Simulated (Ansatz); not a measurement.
The calculation's input:

```
basis:
  gaussian:
    orbitals: def2-TZVPD
crystal:
  periodic: [false, false, false]
  atoms:
    - {symbol: Al, position_ang: [-1.829112, 0.485796, 1.727639]}
    - {symbol: F, position_ang: [-2.979779, 0.430751, 2.945145]}
    - {symbol: F, position_ang: [-2.196325, 1.407765, 0.376395]}
    - {symbol: Si, position_ang: [0.242927, -0.704682, 1.773672]}
    - {symbol: Si, position_ang: [1.537465, 0.979739, 1.168738]}
    - {symbol: H, position_ang: [0.688616, -1.198788, 3.125806]}
    - {symbol: H, position_ang: [2.995091, 1.151459, 1.488386]}
    - {symbol: H, position_ang: [1.169091, 1.788770, -0.037655]}
total_charge: 0
hamiltonian:
  xc: pbe0
output: {forces: true, orbitals: {seedname: orbitals}}
```

Launched as:

```sh
ansatz run input.yaml --threads 1 --pin off --max-ram 2610MiB --events-out events.jsonl --progress --plain --runs-dir runs
```

Geometry: BLYP-D3(BJ)/def2-SVP.

All numbers below come from Ansatz 0.2.0, isolated molecule in a Gaussian basis; Kohn-Sham density functional theory, functional PBE0.

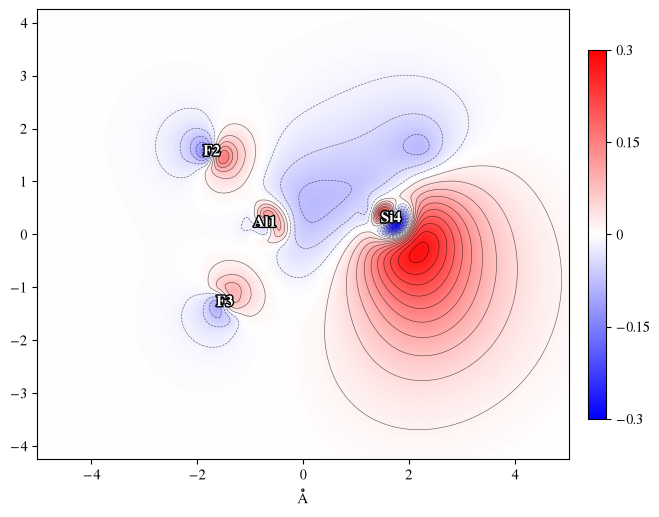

AlF2H3Si2 (SMILES [F][Al]([F])[SiH]=[SiH2]). The HOMO on the plane of atoms F2, Al1 and F3 (values in Å⁻³ᐟ²; the overall sign is arbitrary).

Question: Describe this orbital and give its energy.

Answer: By Hirshfeld shares it lies mainly on Si4 (about 50 %), Si5 (about 35 %) and Al1 (about 10 %); π-bonding across Si4–Si5. Its energy is −6.94 eV.
